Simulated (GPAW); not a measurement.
# Polarising Ti2NS2 MXene monolayer with a field along the normal

The dipole of the cell at several fields, atoms fixed. What does the strongest field give, and what length does the slope stand for?

Set-up. GPAW 26.7.0, plane waves (500 eV), PAW setups, PBE, 12×12 mesh, a dipole layer in the vacuum; geometry relaxed without an applied field with GPAW. The cell's area is 8.65 Å², and e/ε0 = 180.95 V Å.

Results, with one row withheld:

| field (V/Å) | dipole (e Å) |
| --- | --- |
| −0.2 | −0.0707 |
| −0.1 | −0.0353 |
| −0.05 | −0.0177 |
| 0.05 | 0.0177 |
| 0.1 | 0.0353 |
| 0.2 | 0.0707 |
| 0.3 | ? |

**Question.** What is the dipole at 0.3 V/Å?

**Working.** A line through the 6 points has the slope α = 0.353 e Å per V/Å and the intercept p₀ = −0.0000 e Å (r.m.s. residual 3.1e−05). At 0.3 V/Å it gives p = −0.0000 + 0.353 × 0.3 = 0.1060 e Å; the run gives 0.1060 e Å, so the response stays linear to 0.0 % of the induced part. Dividing by ε0 and the area: α/(ε0 A) = 0.353 × 180.95 / 8.65 = 7.39 Å, against 5.46 Å between the outer nuclei.

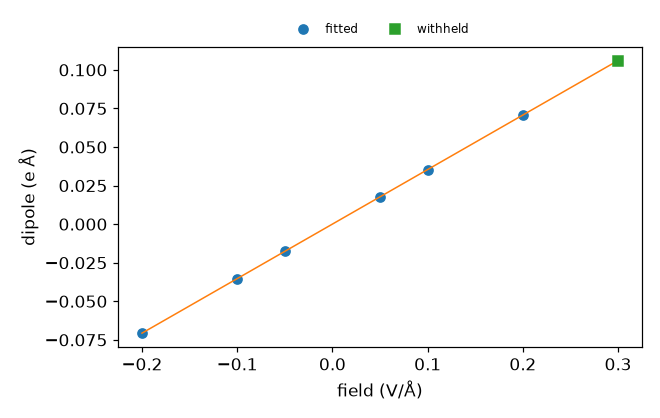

The line and the withheld run.

**Limits.** This is the electronic response alone; ions that move would add to it in polar layers. No run was spin-polarised, so magnetic states weren't tested.
